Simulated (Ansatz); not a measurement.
Starting cell, CuAu (CuAu type, space group P4/mmm):

```yaml
crystal:
  lattice:
    - [2.88152, 0.00000, 0.00000]
    - [0.00000, 2.88152, 0.00000]
    - [0.00000, 0.00000, 7.22951]
  atoms:
    - { symbol: Cu, position: [0.50000, 0.50000, 0.25000] }
    - { symbol: Cu, position: [0.50000, 0.50000, 0.75000] }
    - { symbol: Au, position: [0.00000, 0.00000, 0.00000] }
    - { symbol: Au, position: [0.00000, 0.00000, 0.50000] }
```

A phonon eigenvector at Z = (0.0, 0.0, 0.5) is frozen into this cell: atom i moves by Q times the vector below, so Q is the largest atomic displacement, in Å. The cell is held. (q is in reciprocal vectors of the primitive cell; the cell shown is doubled to hold the pattern.)

```tsv
atom	x	y	z
Cu1	0.000	0.000	-1.000
Cu2	0.000	0.000	1.000
```

Atoms not listed stay in place.

The numbers are results of PBE (plane waves to 420 eV, PAW, scalar-relativistic; Ansatz, an electronic-structure program), not measurements. k mesh 16×16×7 (Γ-centred), Fermi-Dirac smearing 0.05 eV. Energies are smeared free energies. Compression counts positive. With partly filled bands, energies and forces of such displacements shift with the k mesh and the smearing. CuAu is run without spin polarisation. CuAu was relaxed with its symmetry unable to fall. Spin-orbit coupling is left out, though Au is heavy. ΔE is measured from the undisplaced structure.

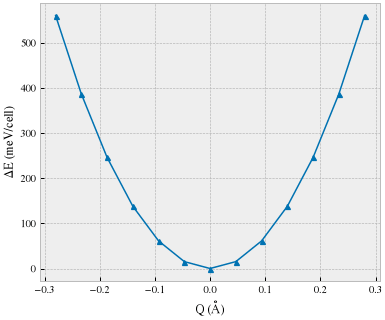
Fig. 1. ΔE (meV/cell) against Q (Å); markers are the computed points, lines only join them.

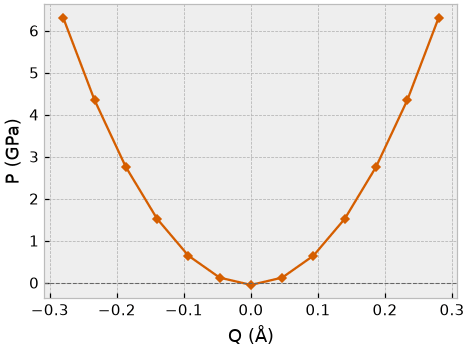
P (GPa) against Q (Å); computed points joined by lines.

The energy at Q = 0.280 Å is 560 meV/cell. Harmonic wavenumber from the curvature (finite differences): 173 cm⁻¹. Wavenumber by perturbation theory (DFPT, on another k mesh): 173 cm⁻¹. Space group of the distorted cell: P4/mmm (No. 123), the same type in a doubled cell. Shape of the curve: a single well with its minimum at or next to zero displacement.

E″ = 14.00 eV/Å², M = Σ mᵢ|uᵢ|² = 127.1 u, ν̃ = 521.5·√(|E″|/M).

(For displaced atoms, the force is minus the slope of the energy, and its curvature is a force constant, which sets phonon frequencies.)
